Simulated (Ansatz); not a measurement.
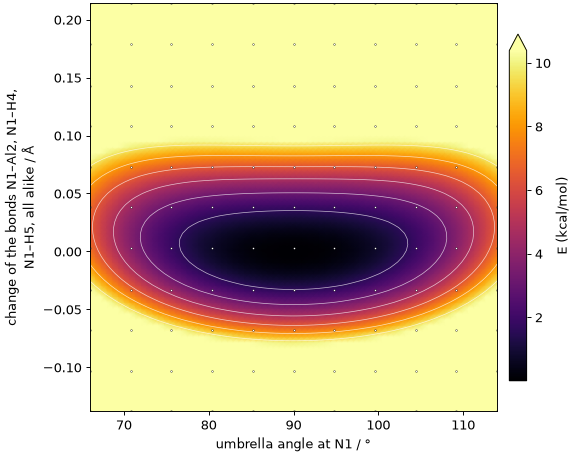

AlH3NO, SMILES [NH2][AlH][O], spin multiplicity 2. 
- Coordinates scanned: (1) umbrella angle at N1 (between each of its bonds and their common axis; 90 is planar); (2) change of the bonds N1–Al2, N1–H4, N1–H5, all alike.
- Nothing is relaxed (all other coordinates rigid).
- The scan uses an 11 × 11 grid; 66 points were computed and 55 follow by symmetry.
- Points are written as (first, second).
- Energies: kcal/mol, counted from the relaxed molecule at the same level.
- Theory: UKS PBE0-D4/def2-TZVP in Ansatz.

Drawn: a smooth colour map with a few white contour lines, dots at the grid points, one colour for all values above the top of the scale. Between grid points the surface is interpolated.

Where is the minimum, and how stiff is the well along each coordinate?

Answer. The interpolated minimum is at the first coordinate ≈ 90.0°, the second coordinate ≈ 0.000 Å. The curvatures there are about 2.1 eV/rad² and 119 eV/Å², with a cross term of about 0 eV/(rad·Å). Round the minimum the two coordinates are nearly uncoupled. (1 eV is 23.1 kcal/mol.)
